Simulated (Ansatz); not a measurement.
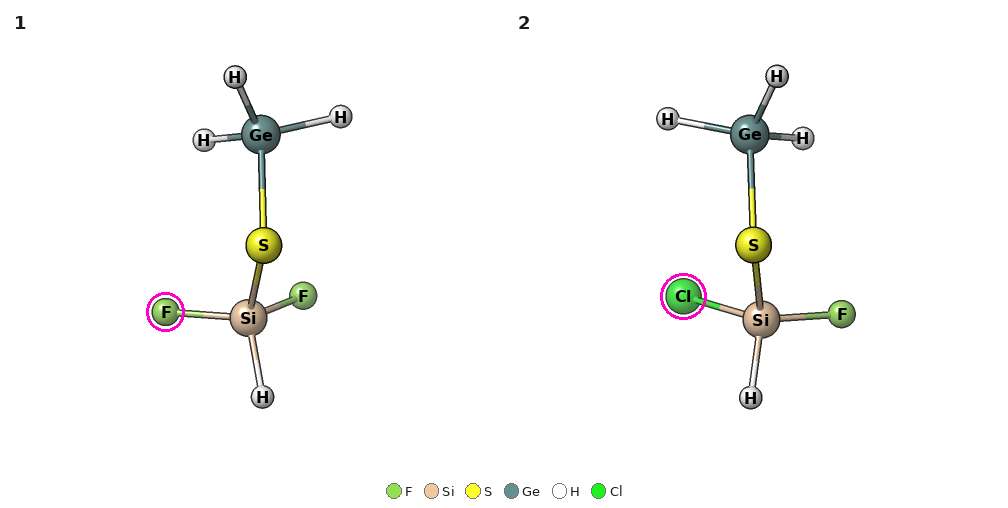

2 molecules with one skeleton, seen from the same side and at one scale; the atom that differs is circled. Charge 0, singlet. Computed geometries: PBE0-D4/def2-TZVP optimisations, one conformation each. Properties computed with Ansatz 0.2.0.

One atom differs, called X below: F in panel 1, Cl in panel 2. Their formulas are F2GeH4SSi (`F[SiH](F)[S][GeH3]`), ClFGeH4SSi (`F[Si@H](Cl)[S][GeH3]`).

> In which is the length of X–Si larger (PBE0-D4/def2-TZVP)?

In panel 2 (X = Cl).

> In which is the dipole moment larger (ωB97M-V/def2-TZVPP)?

In panel 2 (X = Cl).

Give the values. With PBE0-D4/def2-TZVP: length of X–Si (Å), angle X–Si–H (°). With ωB97M-V/def2-TZVPP: dipole moment (D), HOMO energy (Kohn–Sham orbital) (eV), HOMO–LUMO gap (eV).

```json
{"quantity": "length of X–Si (Å)", "1 (F)": "1.587", "2 (Cl)": "2.044", "2 − 1": "+0.457"}
{"quantity": "angle X–Si–H (°)", "1 (F)": "108.7", "2 (Cl)": "109.6", "2 − 1": "+0.9"}
{"quantity": "dipole moment (D)", "1 (F)": "1.27", "2 (Cl)": "1.32", "2 − 1": "+0.05"}
{"quantity": "HOMO energy (Kohn–Sham orbital) (eV)", "1 (F)": "−10.11", "2 (Cl)": "−10.07", "2 − 1": "+0.04"}
{"quantity": "HOMO–LUMO gap (eV)", "1 (F)": "11.41", "2 (Cl)": "11.35", "2 − 1": "−0.06"}
```
